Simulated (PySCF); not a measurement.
# C3H9BO2Si (SMILES O[SiH](O)BC1CC1): what the fields show

```xyz
16

O     3.0134    0.8632   -0.1958
Si    1.6705   -0.0874   -0.0462
O     1.2746    0.0999    1.5297
B     0.1823    0.3926   -1.2231
C    -1.2893    0.1484   -0.8624
C    -1.7829    0.3697    0.5667
C    -1.6882   -1.0081    0.0503
H     3.4100    0.9943   -1.0499
H     2.1695   -1.4786   -0.2063
H     1.9797    0.1625    2.1696
H     0.4003    0.8380   -2.2917
H    -2.0471    0.3779   -1.6076
H    -2.7557    0.8254    0.6780
H    -1.0556    0.6864    1.2960
H    -2.5932   -1.5399   -0.2036
H    -0.8957   -1.6352    0.4264
```

Geometry: GFN2-xTB.

The calculation used PySCF 2.14.0, PBE0/pcSseg-1, SCF density, gas phase, non-relativistic.

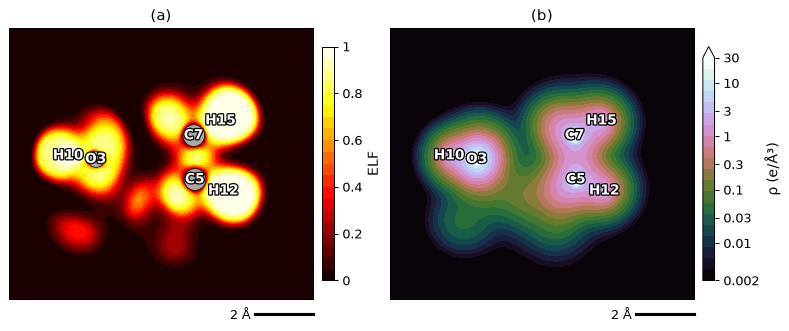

Figure 1. (a) electron localisation function; (b) total electron density on the plane of atoms C5, C7 and H15. Grey discs cover the atomic cores in the ELF map.

Question: What does the map show?

Answer:
- The plane passes through O, C and H nuclei.
- O–H (0.95 Å): the density is about 3.7 e/Å³ at the midpoint; the ELF climbs to about 1 towards the hydrogen, as it does in any bond to H: an ordinary covalent bond to hydrogen.
- C–C (1.53 Å): ρ at the midpoint is about 1.5 e/Å³; the ELF peaks at about 0.85 between the atoms (a shared electron pair).
- C–H (1.09 Å): the density is about 2 e/Å³ at the midpoint; the ELF climbs to about 1 towards the hydrogen; a covalent bond by its length.
- The ELF also peaks beside O3, away from the bonds: lone-pair regions.

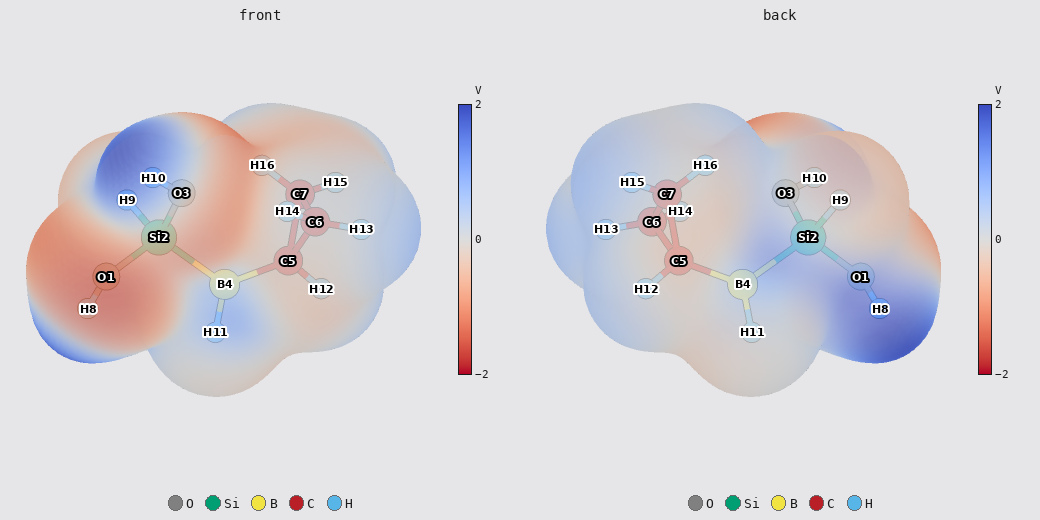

Figure 2. The electrostatic potential painted on the density surface at 0.001 e/bohr³, seen from the front and from behind; red is negative and blue positive.

Question: Which sites attract a positive test charge, and which a negative one?

Answer: A positive charge is drawn to the negative regions and a negative charge to the positive ones. The most negative region (about −1.2 V) lies over O1, the most positive (about +1.9 V) over H8. O1 is the likeliest acceptor of a hydrogen bond.

Question: How polar is the molecule by this calculation?

Answer: Its dipole moment is 0.82 D.
